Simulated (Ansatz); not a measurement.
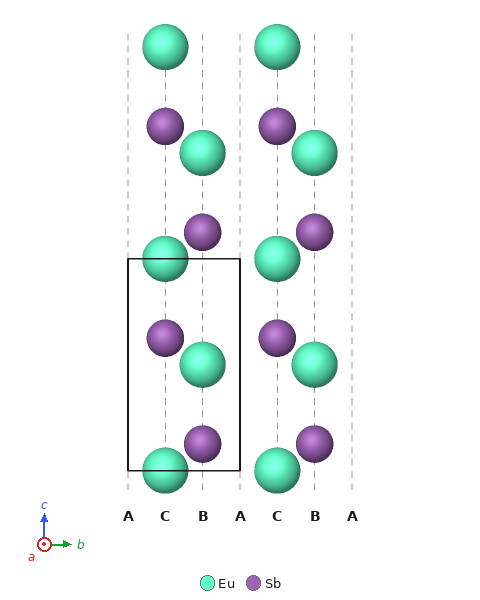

Projection along an edge of the hexagonal mesh, stacking direction c upwards. The dashed lines mark the three columns A (0, 0), B (1/3, 2/3) and C (2/3, 1/3). The sequence starts with the first layer at or above the cell's origin.

System EuSb; source of the atomic positions: the input geometry of an electronic-structure calculation (not necessarily at equilibrium); the starting structure was generated, so it need not be a known form of this composition.

Give the sequence of layers in one repeat, with element and column.

Eu(C) – Sb(B) – Eu(B) – Sb(C) (four layers in 8.66 Å).

How are the Sb layers alone stacked?

Sb layers alone: BC, the hexagonal close-packed type.

Which positions between or in the Sb layers do the other atoms fill?

Eu: two tetrahedral sites in each hexagonal cell.

What short polytype symbol fits?

Polytype symbol 2H, the symbol of a tetrahedral polytype (number of double layers in the repeat and lattice).

Heights of the layers:

```csv
layer,atoms (column),height (Å),to next (Å)
1,Eu(C),0.00,1.08
2,Sb(B),1.08,3.25
3,Eu(B),4.33,1.08
4,Sb(C),5.42,3.25
```
